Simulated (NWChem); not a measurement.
# One shape, several levels: C5H6 (SMILES C#CC(=C)C)

We compute a comparison of 6 runs (HF/STO-3G, HF/3-21G, B3LYP/6-31G*, MP2/def2-SVP, CCSD/def2-SVP) of C5H6. 

Program for the calculation: NWChem 7.3.0.

**1. Starting point**

C5H6 has 11 atoms, charge 0, and is taken as a singlet. As SMILES, `C#CC(=C)C`. The shape is that of a PBE0-D4/def2-TZVP optimisation.

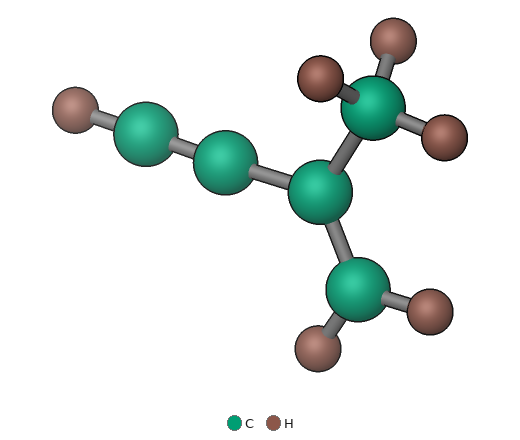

Viewed from a chosen angle; carbon teal, hydrogen brown.

**2. Energy and forces at HF/STO-3G (run 1)**

Contents of m1.nw:

```
start m1
memory stack 880 mb heap 220 mb global 1100 mb
geometry units angstroms noautosym nocenter noautoz
C    -1.345100    1.765600    1.023600
C    -0.786700    0.836000    0.502900
C    -0.073000   -0.237900   -0.105500
C    -0.718400   -1.309500   -0.570900
C     1.416500   -0.080200   -0.182900
H    -1.852900    2.580700    1.482100
H    -0.174900   -2.125300   -1.033200
H    -1.795300   -1.393800   -0.500600
H     1.842600    0.040200    0.816500
H     1.678700    0.815000   -0.752400
H     1.874100   -0.947800   -0.659100
end
basis spherical bse
* library STO-3G
end
scf
thresh 1e-08
maxiter 80
end
task scf gradient
```

On the command line:

```console
$ nwchem m1.nw > m1.out
```

Standard output:

```text
[...]
  functions       =    31
[...]
  wavefunction    = RHF
[...]
         Total SCF energy =   -190.386683612460
      One-electron energy =   -541.534892355412
      Two-electron energy =    207.670988565319
 Nuclear repulsion energy =    143.477220177633
        Time for solution =      1.3s
[...]
                         RHF ENERGY GRADIENTS
    atom               coordinates                        gradient
                 x          y          z           x          y          z
   1 C      -2.541870   3.336500   1.934324   -0.038385   0.067302   0.037486
   2 C      -1.486647   1.579811   0.950343    0.053887  -0.093051  -0.051910
   3 C      -0.137950  -0.449566  -0.199366    0.020469   0.045061   0.020258
   4 C      -1.357579  -2.474596  -1.078845   -0.014666  -0.018625  -0.007719
   5 C       2.676797  -0.151556  -0.345631   -0.026872  -0.003222   0.001050
   6 H      -3.501473   4.876816   2.800763    0.000302  -0.000648  -0.000349
   7 H      -0.330513  -4.016235  -1.952465    0.003440  -0.000385  -0.000553
   8 H      -3.392625  -2.633900  -0.945997   -0.001493   0.001748   0.001013
   9 H       3.482009   0.075967   1.542961    0.001386   0.001723   0.004125
  10 H       3.172283   1.540127  -1.421830    0.000745   0.004279  -0.001233
  11 H       3.541535  -1.791082  -1.245518    0.001188  -0.004182  -0.002166
[...]
```

Run time: 2 s. Hardware: 1 thread of AMD EPYC 9R45 (Zen 5), shared host; peak memory 0.1 GiB.

**3. Energy and gradient at HF/3-21G (run 2)**

Contents of c5h6.xyz:

```xyz
11

C     -1.345100     1.765600     1.023600
C     -0.786700     0.836000     0.502900
C     -0.073000    -0.237900    -0.105500
C     -0.718400    -1.309500    -0.570900
C      1.416500    -0.080200    -0.182900
H     -1.852900     2.580700     1.482100
H     -0.174900    -2.125300    -1.033200
H     -1.795300    -1.393800    -0.500600
H      1.842600     0.040200     0.816500
H      1.678700     0.815000    -0.752400
H      1.874100    -0.947800    -0.659100
```

Contents of run.py:

```python
from ase.io import read
from ase.calculators.nwchem import NWChem

molecule = read('c5h6.xyz')

calc = NWChem(
    label='c5h6',
    theory='scf',
    memory='2200 mb',
    basis='3-21G',
    basispar='spherical bse',
    scf={'nopen': '0', 'rhf': None, 'thresh': '1e-08', 'maxiter': '80'},
)
molecule.calc = calc

forces = molecule.get_forces()
print(f"energy = {molecule.get_potential_energy():.6f} eV")
print("forces (eV/A):")
for s, f in zip(molecule.symbols, forces):
    print(f"{s:2s} {f[0]:10.5f} {f[1]:10.5f} {f[2]:10.5f}")
print("dipole (e A):", molecule.get_dipole_moment().round(4))
```

On the command line:

```console
$ export ASE_NWCHEM_COMMAND="nwchem PREFIX.nwi > PREFIX.nwo"
$ python run.py
```

Standard output:

```text
energy = -5215.809318 eV
forces (eV/A):
C     0.36551   -0.78192   -0.42727
C    -0.79771    1.56390    0.86132
C    -0.67538   -1.03482   -0.44362
C     0.18702    0.31769    0.13802
C     0.79756    0.19237    0.01810
H     0.28873   -0.42706   -0.24276
H    -0.27022    0.28575    0.17041
H     0.42099   -0.01373   -0.05024
H    -0.13113   -0.09724   -0.24647
H    -0.09307   -0.25870    0.08850
H    -0.09230    0.25372    0.13406
dipole (e A): [ 0.0797 -0.0416 -0.0291]
```

The calculator wrote c5h6.nwi:

```
title "c5h6"

permanent_dir c5h6

scratch_dir c5h6

start c5h6

geometry units angstrom nocenter noautosym noautoz
  C  -1.3451000000000000e+00 1.7656000000000001e+00 1.0236000000000001e+00
  C  -7.8669999999999995e-01 8.3599999999999997e-01 5.0290000000000001e-01
  C  -7.2999999999999995e-02 -2.3790000000000000e-01 -1.0550000000000000e-01
  C  -7.1840000000000004e-01 -1.3095000000000001e+00 -5.7089999999999996e-01
  C  1.4165000000000001e+00 -8.0199999999999994e-02 -1.8290000000000001e-01
  H  -1.8529000000000000e+00 2.5807000000000002e+00 1.4821000000000000e+00
  H  -1.7490000000000000e-01 -2.1253000000000002e+00 -1.0331999999999999e+00
  H  -1.7952999999999999e+00 -1.3937999999999999e+00 -5.0060000000000004e-01
  H  1.8426000000000000e+00 4.0200000000000000e-02 8.1650000000000000e-01
  H  1.6787000000000001e+00 8.1499999999999995e-01 -7.5239999999999996e-01
  H  1.8741000000000001e+00 -9.4779999999999998e-01 -6.5910000000000002e-01
end

memory 2200 mb

basis spherical bse noprint
   * library 3-21G
end

scf
  nopen 0
  rhf
  thresh 1e-08
  maxiter 80
end

task scf gradient
```

c5h6.nwo:

```text
Northwest Computational Chemistry Package (NWChem) 7.3.0
             --------------------------------------------------------

           Job information
           ---------------

    nwchem branch   = 7.3.0
    use scalapack   = T
    input           = c5h6.nwi
    prefix          = c5h6.
    data base       = c5h6/c5h6.db
    status          = startup
    nproc           =        1

           Memory information
           ------------------

    heap     =     72089600 doubles =      550.0 Mbytes
    stack    =     72089597 doubles =      550.0 Mbytes
    global   =    144179200 doubles =     1100.0 Mbytes (distinct from heap & stack)
    total    =    288358397 doubles =     2200.0 Mbytes
    verify   = yes
    hardfail = no

[... 134 lines left out ...]
 Convergence threshold     :          1.000E-08
[... 12 lines left out ...]
       Final RHF  results
[... 3 lines left out ...]
      One-electron energy =   -541.103536747956
[... 1 line left out ...]
 Nuclear repulsion energy =    143.477220177632
[... 36 lines left out ...]
                       ROHF Final Molecular Orbital Analysis
[... 231 lines left out ...]
                         RHF ENERGY GRADIENTS

    atom               coordinates                        gradient
                 x          y          z           x          y          z
   1 C      -2.541870   3.336500   1.934324   -0.007108   0.015206   0.008309
   2 C      -1.486647   1.579811   0.950343    0.015513  -0.030413  -0.016750
   3 C      -0.137950  -0.449566  -0.199366    0.013134   0.020124   0.008627
[... 7 lines of this table left out ...]
  11 H       3.541535  -1.791082  -1.245518    0.001795  -0.004934  -0.002607

                 ----------------------------------------
                 |  Time  |  1-e(secs)   |  2-e(secs)   |
                 ----------------------------------------
                 |  CPU   |       0.00   |       0.14   |
                 ----------------------------------------
                 |  WALL  |       0.00   |       0.14   |
                 ----------------------------------------

 Task  times  cpu:        1.5s     wall:        1.5s
 Total times  cpu:        1.5s     wall:        1.5s
```

Run time: 2.3 s. Hardware: 1 thread of AMD EPYC 9R45 (Zen 5), shared host; peak memory 0.1 GiB.

Runs 3 to 5 aren't shown in full; the table further down has their settings and results.

**4. The energy at CCSD/def2-SVP (run 6)**

Contents of c5h6.nw:

```
START c5h6
TITLE "C5H6"
memory stack 880 mb heap 220 mb global 1100 mb
GEOMETRY noautosym nocenter noautoz
  C    -1.345100    1.765600    1.023600
  C    -0.786700    0.836000    0.502900
  C    -0.073000   -0.237900   -0.105500
  C    -0.718400   -1.309500   -0.570900
  C     1.416500   -0.080200   -0.182900
  H    -1.852900    2.580700    1.482100
  H    -0.174900   -2.125300   -1.033200
  H    -1.795300   -1.393800   -0.500600
  H     1.842600    0.040200    0.816500
  H     1.678700    0.815000   -0.752400
  H     1.874100   -0.947800   -0.659100
END
BASIS spherical bse
  * library def2-SVP
END
SCF
  thresh 1e-08
  maxiter 80
END
CCSD
  freeze core 5
  maxiter 60
END
TASK ccsd energy
```

On the command line:

```console
$ nwchem c5h6.nw > c5h6.out
```

Standard output:

```text
[...]
  functions       =   100
[...]
  wavefunction    = RHF
[...]
         Total SCF energy =   -192.607167056404
      One-electron energy =   -542.419144074295
      Two-electron energy =    206.334756840258
 Nuclear repulsion energy =    143.477220177633
        Time for solution =      8.1s
[...]
 Total MP2 energy:           -193.264804049261983
[...]
             energy      energy      error      ampl     ampl      Block
                                                time     time      time
[...]
 Total CCSD energy:           -193.309455607508511
[...]
```

Run time: 89 s. Hardware: 1 thread of AMD EPYC 9R45 (Zen 5), shared host; peak memory 0.28 GiB.

**5. All runs side by side**

```tsv
run	level	iteration cap	module	energy (Eh)	dipole moment (D)	HOMO energy (eV)	LUMO energy (eV)	wall time
1	HF/STO-3G	80	scf	-190.386684	0.33	-7.47	7.08	2 s
2	HF/3-21G	80	scf	-191.677459	0.45	-9.10	3.64	2.3 s
3	B3LYP/6-31G* (spherical functions)	100	dft	-194.048249	0.43	-6.41	-0.41	24 s
4	B3LYP/6-31G* (Cartesian functions)	100	dft	-194.052468	0.43	-6.41	-0.41	28 s
5	MP2/def2-SVP	80	mp2	-193.264804	0.38	–	–	20 s
6	CCSD/def2-SVP	80	ccsd	-193.309456	–	-9.21	3.31	89 s
```

**6. Results**

| quantity | value |
| --- | --- |
| run 6: total energy | -193.30946 Eh |
| run 6: HOMO energy (Hartree–Fock orbitals) | -9.21 eV |
| run 6: LUMO energy (Hartree–Fock orbitals) | 3.31 eV |
| run 6: HOMO–LUMO gap (Hartree–Fock orbitals) | 12.52 eV |
| run 6: correlation energy (5 core orbitals frozen) | -702.3 mEh |

**Reading.** Over runs 1, 2, 3, 4, 5 the dipole moment (its size) runs from 0.33 D (HF/STO-3G) to 0.45 D (HF/3-21G). Over runs 1, 2, 3, 4 the HOMO–LUMO gap runs from 6.00 eV (B3LYP/6-31G*) to 14.55 eV (HF/STO-3G). The two ends differ in method and basis. In run 1 the basis is minimal, so the values are rough. All runs together took 2.7 min, the longest 89 s.
